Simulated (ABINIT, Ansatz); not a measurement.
# LiCl (Fm-3m): modes at Γ and the response to a field

Aim: the zone-centre modes of LiCl (Fm-3m).

Main program and level: ABINIT 10.8.3; DFT LDA, scalar-relativistic, plane waves, PseudoDojo norm-conserving pseudopotentials.

The database entry behind the starting cell differs from later determinations by our own check (0.1 to 0.3 % short, probably kX units), so it need not match the best structure at ambient conditions.

### 1. Set-up

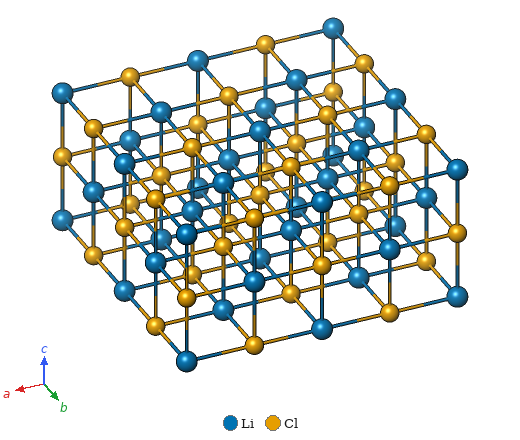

Start, viewed from a free direction; lithium blue, chlorine orange. 2×2×1 cells are drawn. This picture shows the conventional cell, with its axes. Some periodic images of atoms are drawn too.

### 2. Relaxation

The harmonic expansion needs vanishing forces, and a free crystal bears no stress, so cell and atoms are brought to rest. Stress is more sensitive to the basis than forces are: the last 3 Ha under the cutoff are smoothed with ecutsm, and the cutoff is raised above that of the later runs.

The starting cell comes from a relaxation made beforehand in Ansatz (LDA, PseudoDojo NC).

relax.abi reads:

```
# relaxation
ionmov 2
optcell 2
dilatmx 1.08
ntime 40
tolmxf 1.0d-05
tolvrs 1.0d-14
prtwf 0
prtden 0
chksymtnons 0

# basis, mesh and filling
ecut 41.0
ecutsm 3.0
ngkpt 8 8 8
nshiftk 1
shiftk 0.0 0.0 0.0
istwfk *1
occopt 1
nband 5
nstep 100
diemac 9.0
prtebands 0
prtgsr 0
useylm 1

# cell and atoms
acell 3*1.0 Angstrom
rprim 
    0.0 2.482343538 2.482343538
    2.482343538 0.0 2.482343538
    2.482343538 2.482343538 0.0
ntypat 2
znucl 3 17
natom 2
typat 1 2
xred 
    0.0 0.0 0.0
    0.5 0.5 0.5
pp_dirpath "./pseudo"
pseudos "Li.upf, Cl.upf"
```

On the command line:

```sh
$ OMP_NUM_THREADS=1 mpirun -n 2 abinit relax.abi > relax.log
```

Numbers of over 12 decimals in the logs are rounded to 6 here.

relax.abo, the main output file:

```text
[banners, grids, parts of the stress and lines that vanish by symmetry left out]
- input  file    -> relax.abi
- output file    -> relax.abo
- root for input  files -> relaxi
[...]
Symmetries : space group Fm -3 m (#225); Bravais cF (face-center cubic)
[...]
mpw =        3287          nfft =       91125          nkpt =          29
[...]
== DATASET  1 ==================================================================
[...]
cutoff_energies: {ecut:  41.0, pawecutdg:  -1.0, }
[...]
ETOT  1  -23.644909200169    -2.364E+01 5.514E-02 2.778E+01
 ETOT  2  -23.654154989318    -9.246E-03 2.025E-06 4.449E+00
 ETOT  3  -23.654595616656    -4.406E-04 2.093E-06 2.814E-02
 ETOT  4  -23.654596704576    -1.088E-06 4.797E-09 5.812E-04
 ETOT  5  -23.654596721112    -1.654E-08 1.435E-10 1.640E-06
[...]
At SCF step    9       vres2   =  6.41E-15 < tolvrs=  1.00E-14 =>converged.
[...]
sigma(1 1)=  2.07461584E-07  sigma(3 2)=  0.00000000E+00
  sigma(2 2)=  2.07461584E-07  sigma(3 1)=  0.00000000E+00
  sigma(3 3)=  2.07461584E-07  sigma(2 1)=  0.00000000E+00
[...]
convergence: {deltae:  1.847E-13, res2:  6.410E-15, residm:  5.869E-19, diffor: null, }
etotal    :  -2.36545967E+01
[...]
ETOT  1  -23.654596721793    -2.365E+01 7.110E-14 2.764E-06
[...]
At SCF step    6       vres2   =  4.66E-15 < tolvrs=  1.00E-14 =>converged.
[...]
sigma(1 1)=  1.81538094E-07  sigma(3 2)=  0.00000000E+00
  sigma(2 2)=  1.81538094E-07  sigma(3 1)=  0.00000000E+00
  sigma(3 3)=  1.81538094E-07  sigma(2 1)=  0.00000000E+00
[...]
convergence: {deltae: -5.684E-14, res2:  4.662E-15, residm:  4.208E-18, diffor: null, }
etotal    :  -2.36545967E+01
[...]
ETOT  1  -23.654596714159    -2.365E+01 1.036E-11 1.355E-04
[...]
ETOT  6  -23.654596724441     1.158E-12 1.506E-16 2.149E-13
 ETOT  7  -23.654596724441    -3.908E-13 9.457E-20 7.566E-17
 At SCF step    7       vres2   =  7.57E-17 < tolvrs=  1.00E-14 =>converged.
[...]
sigma(1 1)= -1.35766523E-10  sigma(3 2)=  0.00000000E+00
  sigma(2 2)= -1.35766523E-10  sigma(3 1)=  0.00000000E+00
  sigma(3 3)= -1.35766523E-10  sigma(2 1)=  0.00000000E+00
[...]
convergence: {deltae: -3.908E-13, res2:  7.566E-17, residm:  9.457E-20, diffor: null, }
etotal    :  -2.36545967E+01
[...]
At Broyd/MD step   3, gradients are converged :
[...]
sigma(1 1)= -1.35766523E-10  sigma(3 2)=  0.00000000E+00
  sigma(2 2)= -1.35766523E-10  sigma(3 1)=  0.00000000E+00
  sigma(3 3)= -1.35766523E-10  sigma(2 1)=  0.00000000E+00
[...]
- sigma(1 1)= -3.99438903E-06  sigma(3 2)=  0.00000000E+00
- sigma(2 2)= -3.99438901E-06  sigma(3 1)=  0.00000000E+00
- sigma(3 3)= -3.99438900E-06  sigma(2 1)=  0.00000000E+00
[...]
fcart     -0.0000000000E+00 -0.0000000000E+00 -0.0000000000E+00
           strten     -1.3576652346E-10 -1.3576652302E-10 -1.3576652259E-10
================================================================================

[key lines of the parts left out:]
pressure_GPa:   3.9944E-06
Total energy (etotal) [Ha]= -2.36545967244415E+01
```

Wall time 44 s (2 MPI ranks of Intel Xeon at 2.70GHz, shared host).

Little changed from the start: no atom moved by 0.005 Å and no cell edge by 0.1 %.

This step gave:

| Property | Result |
| --- | --- |
| volume per atom | 15.29 Å³ |
| pressure | 3.99e-6 GPa |

### 3. Ground state

First-order wavefunctions inherit every error of the ground state, hence the very tight tolvrs. The mesh is shifted off Γ, since shifted meshes converge sums over the zone faster.

gs.abi reads:

```
# ground state
tolvrs 1.0d-16
prtden 1
prtwf 1

# basis, mesh and filling
ecut 33.0
ngkpt 6 6 6
nshiftk 4
shiftk 
    0.5 0.5 0.5
    0.5 0.0 0.0
    0.0 0.5 0.0
    0.0 0.0 0.5
istwfk *1
occopt 1
nband 5
nstep 100
diemac 9.0
prtebands 0
prtgsr 0
useylm 1

# cell and atoms
acell 3*1.0 Angstrom
rprim 
    0.0 2.482219914 2.482219914
    2.482219914 0.0 2.482219914
    2.482219914 2.482219914 0.0
ntypat 2
znucl 3 17
natom 2
typat 1 2
xred 
    0.0 0.0 0.0
    0.5 0.5 0.5
pp_dirpath "./pseudo"
pseudos "Li.upf, Cl.upf"
```

On the command line:

```sh
$ OMP_NUM_THREADS=1 mpirun -n 2 abinit gs.abi > gs.log
```

gs.abo, the main output file:

```text
[banners, grids, parts of the stress and lines that vanish by symmetry left out]
- input  file    -> gs.abi
- output file    -> gs.abo
- root for input  files -> gsi
[...]
Symmetries : space group Fm -3 m (#225); Bravais cF (face-center cubic)
[...]
mpw =        1883          nfft =       46656          nkpt =          28
[...]
== DATASET  1 ==================================================================
[...]
cutoff_energies: {ecut:  33.0, pawecutdg:  -1.0, }
[...]
ETOT  1  -23.647256432444    -2.365E+01 2.579E-02 1.461E+01
 ETOT  2  -23.654045621626    -6.789E-03 5.191E-07 2.382E+00
 ETOT  3  -23.654501081045    -4.555E-04 1.990E-06 1.058E-02
 ETOT  4  -23.654502000121    -9.191E-07 4.839E-09 3.109E-04
 ETOT  5  -23.654502016211    -1.609E-08 4.881E-10 2.014E-06
[...]
ETOT  9  -23.654502016406    -9.059E-13 5.146E-19 2.204E-15
 ETOT 10  -23.654502016405     1.627E-12 6.170E-21 4.331E-17
 At SCF step   10       vres2   =  4.33E-17 < tolvrs=  1.00E-16 =>converged.
[...]
sigma(1 1)=  6.56750686E-06  sigma(3 2)=  0.00000000E+00
  sigma(2 2)=  6.56750686E-06  sigma(3 1)=  0.00000000E+00
  sigma(3 3)=  6.56750686E-06  sigma(2 1)=  0.00000000E+00
[...]
convergence: {deltae:  1.627E-12, res2:  4.331E-17, residm:  6.170E-21, diffor: null, }
etotal    :  -2.36545020E+01
[...]
sigma(1 1)=  6.56750686E-06  sigma(3 2)=  0.00000000E+00
  sigma(2 2)=  6.56750686E-06  sigma(3 1)=  0.00000000E+00
  sigma(3 3)=  6.56750686E-06  sigma(2 1)=  0.00000000E+00
[...]
- sigma(1 1)=  1.93222723E-01  sigma(3 2)=  0.00000000E+00
- sigma(2 2)=  1.93222723E-01  sigma(3 1)=  0.00000000E+00
- sigma(3 3)=  1.93222723E-01  sigma(2 1)=  0.00000000E+00
[...]
fcart     -0.0000000000E+00 -0.0000000000E+00 -0.0000000000E+00
           strten      6.5675068558E-06  6.5675068558E-06  6.5675068558E-06
================================================================================

[key lines of the parts left out:]
pressure_GPa:  -1.9322E-01
```

Elapsed: 12 s, on 2 MPI ranks; 23 s of CPU time.

Numbers from this step:

```
pressure : -0.1932 GPa
```

The cell stands at -0.19 GPa: the relaxation ran with a smoothed and higher cutoff and on another k mesh.

### 4. Empty bands

Empty bands on the ground state's density check that the gap assumed so far is there in this cell.

gap.abi reads:

```
# empty bands on the ground state's density
iscf -2
getden_filepath "gso_DEN"
tolwfr 1.0d-12
nbdbuf 2
prtwf 0

# basis, mesh and filling
ecut 33.0
ngkpt 8 8 8
nshiftk 1
shiftk 0.0 0.0 0.0
istwfk *1
occopt 1
nband 9
nstep 100
diemac 9.0
prtebands 0
prtgsr 0
useylm 1

# cell and atoms
acell 3*1.0 Angstrom
rprim 
    0.0 2.482219914 2.482219914
    2.482219914 0.0 2.482219914
    2.482219914 2.482219914 0.0
ntypat 2
znucl 3 17
natom 2
typat 1 2
xred 
    0.0 0.0 0.0
    0.5 0.5 0.5
pp_dirpath "./pseudo"
pseudos "Li.upf, Cl.upf"
```

On the command line:

```sh
$ OMP_NUM_THREADS=1 mpirun -n 2 abinit gap.abi > gap.log
```

gap.abo, the main output file:

```text
[banners, grids, parts of the stress and lines that vanish by symmetry left out]
- input  file    -> gap.abi
- output file    -> gap.abo
- root for input  files -> gapi
[...]
Symmetries : space group Fm -3 m (#225); Bravais cF (face-center cubic)
[...]
mpw =        1895          nfft =       46656          nkpt =          29
[...]
== DATASET  1 ==================================================================
[...]
cutoff_energies: {ecut:  33.0, pawecutdg:  -1.0, }
[...]
-outvars: echo values of variables after computation
            acell      1.8897261259E+00  1.8897261259E+00  1.8897261259E+00 Bohr
================================================================================
```

Run time: 9.5 s. Hardware: 2 MPI ranks.

Read from the output:

* gap on the k-mesh: 6.493 eV

In this cell the gap on the mesh is 6.5 eV, indirect (smallest direct 6.6 eV), so fixed occupations hold.

### 5. Linear response at Γ

The derivative of the wavefunctions by k comes first, since the response to a field is built on it; then the field and the displacements that symmetry doesn't supply are solved at q = 0.

It reads the wavefunctions written in step 3.

dfpt_gamma.abi reads:

```
ndtset 2

# common to the responses
getwfk_filepath "gso_WFK"
kptopt 2
nqpt 1
qpt 0.0 0.0 0.0
asr 0
chneut 0

# d/dk
rfelfd1 2
rfdir1 1 1 1
iscf1 -3
tolwfr1 1.0d-20

# displacements, field
rfphon2 1
rfatpol2 1 2
rfdir2 1 1 1
rfelfd2 3
getddk2 1
tolvrs2 1.0d-10
prtwf2 0

# basis, mesh and filling
ecut 33.0
ngkpt 6 6 6
nshiftk 4
shiftk 
    0.5 0.5 0.5
    0.5 0.0 0.0
    0.0 0.5 0.0
    0.0 0.0 0.5
istwfk *1
occopt 1
nband 5
nstep 100
diemac 9.0
prtebands 0
prtgsr 0
useylm 1

# cell and atoms
acell 3*1.0 Angstrom
rprim 
    0.0 2.482219914 2.482219914
    2.482219914 0.0 2.482219914
    2.482219914 2.482219914 0.0
ntypat 2
znucl 3 17
natom 2
typat 1 2
xred 
    0.0 0.0 0.0
    0.5 0.5 0.5
pp_dirpath "./pseudo"
pseudos "Li.upf, Cl.upf"
```

On the command line:

```sh
$ OMP_NUM_THREADS=1 mpirun -n 2 abinit dfpt_gamma.abi > dfpt_gamma.log
```

dfpt_gamma.abo, the main output file:

```text
[banners, grids, parts of the stress and lines that vanish by symmetry left out]
- input  file    -> dfpt_gamma.abi
- output file    -> dfpt_gamma.abo
- root for input  files -> dfpt_gammai
[...]
DATASET    1 : space group Fm -3 m (#225); Bravais cF (face-center cubic)
[...]
nfft =       46656          nkpt =         432
[...]
DATASET    2 : space group Fm -3 m (#225); Bravais cF (face-center cubic)
[...]
nfft =       46656          nkpt =         432
[...]
== DATASET  1 ==================================================================
[...]
cutoff_energies: {ecut:  33.0, pawecutdg:  -1.0, }
[...]
- 17.00000   7.00000  180309                  znucl, zion, pspdat
[...]
Perturbation : derivative vs k along direction   1
[...]
-ETOT  1  -12.894046408831     -1.289E+01 9.203E-02 0.000E+00
 ETOT  2  -12.913134031266     -1.909E-02 2.491E-04 0.000E+00
 ETOT  3  -12.913184574668     -5.054E-05 6.721E-07 0.000E+00
 ETOT  4  -12.913184734712     -1.600E-07 2.137E-09 0.000E+00
 ETOT  5  -12.913184735263     -5.512E-10 8.098E-12 0.000E+00
[...]
At SCF step    9   max residual=  9.94E-21 < tolwfr=  1.00E-20 =>converged.
[...]
Perturbation : derivative vs k along direction   2
[...]
-ETOT  1  -12.894046408629     -1.289E+01 9.203E-02 0.000E+00
[...]
At SCF step    9   max residual=  9.94E-21 < tolwfr=  1.00E-20 =>converged.
[...]
Perturbation : derivative vs k along direction   3
[...]
-ETOT  1  -12.894046408428     -1.289E+01 9.203E-02 0.000E+00
[...]
At SCF step    9   max residual=  9.94E-21 < tolwfr=  1.00E-20 =>converged.
[...]
1        1       1.2663461757   -0.0000000000
     1        2       0.6331730878   -0.0000000000
     1        3       0.6331730878   -0.0000000000
     2        1       0.6331730878   -0.0000000000
     2        2       1.2663461757   -0.0000000000
     2        3       0.6331730878   -0.0000000000
     3        1       0.6331730878   -0.0000000000
     3        2       0.6331730878   -0.0000000000
     3        3       1.2663461757   -0.0000000000
[...]
== DATASET  2 ==================================================================
[...]
cutoff_energies: {ecut:  33.0, pawecutdg:  -1.0, }
[...]
Perturbation : displacement of atom   1   along direction   1
[...]
-ETOT  1  0.838128     -1.494E+03 1.730E+01 1.988E+02
[...]
At SCF step    8       vres2   =  4.66E-11 < tolvrs=  1.00E-10 =>converged.
[...]
Perturbation : displacement of atom   2   along direction   1
[...]
-ETOT  1  0.900667     -5.190E+02 1.489E+00 4.714E+02
[...]
At SCF step    9       vres2   =  5.53E-12 < tolvrs=  1.00E-10 =>converged.
[...]
Perturbation : homogeneous electric field along direction   1
[...]
-ETOT  1  -41.820090448123     -4.182E+01 8.461E-01 1.962E+04
[...]
ETOT  8  -48.341621793194     -4.236E-11 2.113E-13 1.187E-09
 ETOT  9  -48.341621793194     -7.105E-13 3.892E-15 6.478E-11
 At SCF step    9       vres2   =  6.48E-11 < tolvrs=  1.00E-10 =>converged.
[...]
Dielectric tensor, in cartesian coordinates,
[...]
1    4   1    4         3.1869606061        -0.0000000000
   1    4   2    4        -0.0000000000        -0.0000000000
   1    4   3    4        -0.0000000000        -0.0000000000
   2    4   1    4        -0.0000000000        -0.0000000000
   2    4   2    4         3.1869606061        -0.0000000000
   2    4   3    4        -0.0000000000        -0.0000000000
   3    4   1    4        -0.0000000000        -0.0000000000
   3    4   2    4        -0.0000000000        -0.0000000000
   3    4   3    4         3.1869606061        -0.0000000000
  Effective charges, in cartesian coordinates,
[...]
1    1   1    4         1.1664452551         0.0000000000
   2    1   1    4         0.0000000000         0.0000000000
   3    1   1    4        -0.0000000000         0.0000000000
   1    2   1    4        -1.1659183934         0.0000000000
   2    2   1    4         0.0000000000         0.0000000000
[...]
Effective charges, in cartesian coordinates,
[...]
2    4   1    2         0.0000000000         0.0000000000
   3    4   1    2         0.0000000000         0.0000000000
   1    4   2    2         0.0000000000         0.0000000000
   2    4   2    2        -1.1659183536         0.0000000000
   3    4   2    2         0.0000000000         0.0000000000
   1    4   3    2         0.0000000000         0.0000000000
   2    4   3    2         0.0000000000         0.0000000000
   3    4   3    2        -1.1659183536         0.0000000000
  Phonon wavevector (reduced coordinates) :  0.00000  0.00000  0.00000
 Phonon energies in Hartree :
[...]
Phonon frequencies in cm-1    :
-  5.791988E-01  5.791989E-01  5.791991E-01  2.286380E+02  2.286380E+02
-  2.286380E+02
  Phonon at Gamma, with non-analyticity in the
[...]
Phonon energies in Hartree :
[...]
Phonon frequencies in cm-1    :
-  5.791988E-01  5.791989E-01  5.800985E-01  2.286380E+02  2.286380E+02
-  4.130090E+02
  Phonon at Gamma, with non-analyticity in the
[...]
Phonon energies in Hartree :
[...]
Phonon frequencies in cm-1    :
-  5.791988E-01  5.791991E-01  5.800983E-01  2.286380E+02  2.286380E+02
-  4.130090E+02
  Phonon at Gamma, with non-analyticity in the
[...]
Phonon energies in Hartree :
[...]
Phonon frequencies in cm-1    :
-  5.791989E-01  5.791991E-01  5.800982E-01  2.286380E+02  2.286380E+02
-  4.130090E+02
[...]
fcart2     0.0000000000E+00  0.0000000000E+00  0.0000000000E+00
           strten2     0.0000000000E+00  0.0000000000E+00  0.0000000000E+00
================================================================================
```

Run time: 5 min. Hardware: 2 MPI ranks; 10 min of CPU time.

Numbers from this step:

```
miss of the charge sum rule                                       : 5.27e-4 e
largest acoustic frequency at the zone centre before the sum rule : 0.58 cm⁻¹
highest optical zone-centre mode (no LO-TO term)                  : 228.6 cm⁻¹
lowest optical zone-centre mode                                   : 228.6 cm⁻¹
mean high-frequency dielectric constant                           : 3.187
largest Born charge in size (third of the trace)                  : 1.166 e
```

Born charge (rows field, columns displacement), before the sum rule (e), principal values of the symmetric part by kind of site:

| atom | atoms with these values | low | middle | high | mean |
| --- | --- | --- | --- | --- | --- |
| Li1 | 1 | 1.17 | 1.17 | 1.17 | 1.17 |
| Cl2 | 1 | -1.17 | -1.17 | -1.17 | -1.17 |

In full for Li1:

```
1.17 0.00 0.00
0.00 1.17 0.00
0.00 0.00 1.17
```

High-frequency dielectric tensor:

```
3.19 0.00 0.00
0.00 3.19 0.00
0.00 0.00 3.19
```

The acoustic modes at Γ come out as far as 0.6 cm⁻¹ from zero, where they should vanish, a small numerical error; the Born charges miss their sum rule by 5.3e-4 e, which is good.

[end of part 1 of 2]

[Host names and launcher messages were left out of these logs when they were recorded.]

[Logs are printed without paths, hosts, clocks, repeated set-up lines and the standing remarks that a program may print on its own settings, such as how far it seeks lower states.]

[Hosts, paths, dates, database ids (printed as entryN), source tags and the programs' standing remarks are cut or masked in the printed files.]
